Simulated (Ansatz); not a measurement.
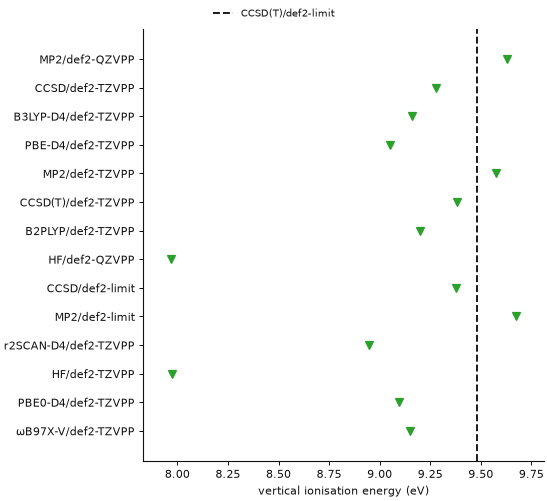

Vertical ionisation energy of C₄H₆, SMILES CC1=CC1, taken as the energy of the cation less that of the neutral at fixed geometry (unrestricted doublet cation, cores frozen in correlated methods, no spin-orbit coupling), the Ansatz code, at a PBE0-D4/def2-TZVP geometry (a minimum by its frequencies). Limit means an estimate of the basis limit from triple and quadruple zeta; for coupled cluster it is either extrapolated directly or built as the MP2 limit plus the step from MP2 in triple zeta. B2PLYP/def2-TZVPP holds a correlation term that converges slowly with the basis, so part of the distance to the limit is basis error. The distance of MP2/def2-QZVPP, CCSD/def2-TZVPP, MP2/def2-TZVPP and CCSD(T)/def2-TZVPP to the limit includes basis error.

Q: Which level comes closest to the line (CCSD(T)/def2-limit), and which misses most?

A: Closest CCSD(T)/def2-TZVPP (9.38 eV) and MP2/def2-TZVPP (9.58 eV), against 9.48 eV; farthest HF/def2-QZVPP (7.97 eV).

Q: What range do the values span, the line included?

A: From 7.97 eV (HF/def2-QZVPP) to 9.67 eV (MP2/def2-limit).
